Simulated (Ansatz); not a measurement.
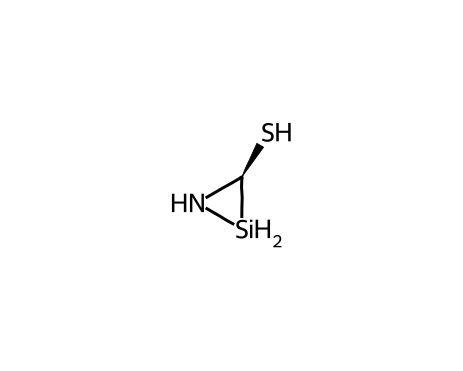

Structural formula above. The geometry was computed by an optimisation with PBE-D4/def2-SVP. No frequency run is at hand to confirm it as a minimum.

What does the molecule look like in three dimensions?

It has 9 atoms: 1 carbon, 5 hydrogen, 1 nitrogen, 1 sulfur and 1 silicon (CH₅NSSi). Its SMILES string is `S[C@@H]1N[SiH2]1`. Independent rings (smallest set): 1 of 3 members. Among its groups: thiol, Si–H bond, Si–N bond. This geometry has C1 symmetry. Coordination, clear cases only: 1 S bent; 1 N trigonal pyramidal.

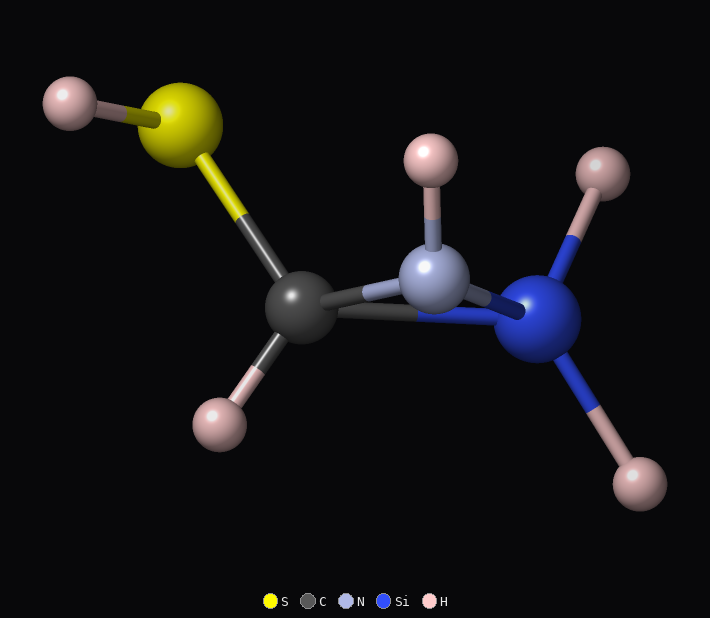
